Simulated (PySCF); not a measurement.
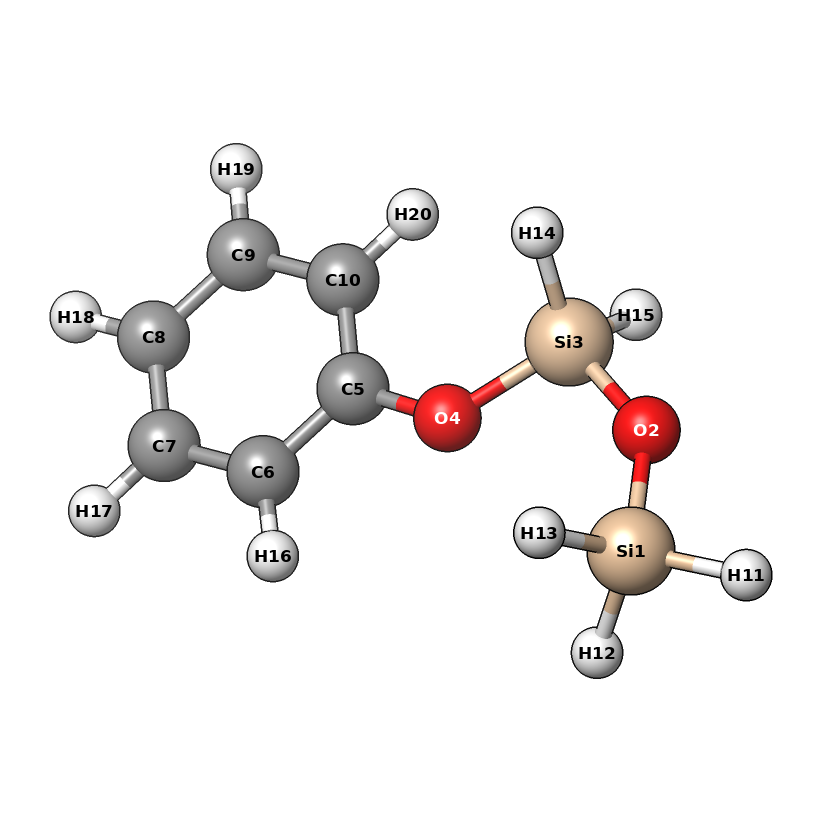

Computed geometry: PBE0-D3(BJ)/def2-SVP optimisation. No frequency run is at hand to confirm it as a minimum. Method: GIAO PBE0/pcSseg-1 NMR shielding, non-relativistic, gas phase (PySCF 2.14.0), and the same with a continuum solvent (IEF-PCM, Bondi radii x 1.2, gas-phase geometry).

How do dipole (D), HOMO–LUMO gap (eV), σ(H20) (ppm), σ(H19) (ppm), σ(H17) (ppm) change in benzene (ε = 2.3), methanol (ε = 32.6)?

| medium | dipole (D) | HOMO–LUMO gap (eV) | σ(H20) (ppm) | σ(H19) (ppm) | σ(H17) (ppm) |
| --- | --- | --- | --- | --- | --- |
| gas phase | 0.48 | 6.40 | 24.68 | 23.94 | 23.83 |
| benzene | 0.56 | 6.40 | 24.55 | 23.82 | 23.72 |
| methanol | 0.72 | 6.41 | 24.35 | 23.65 | 23.58 |
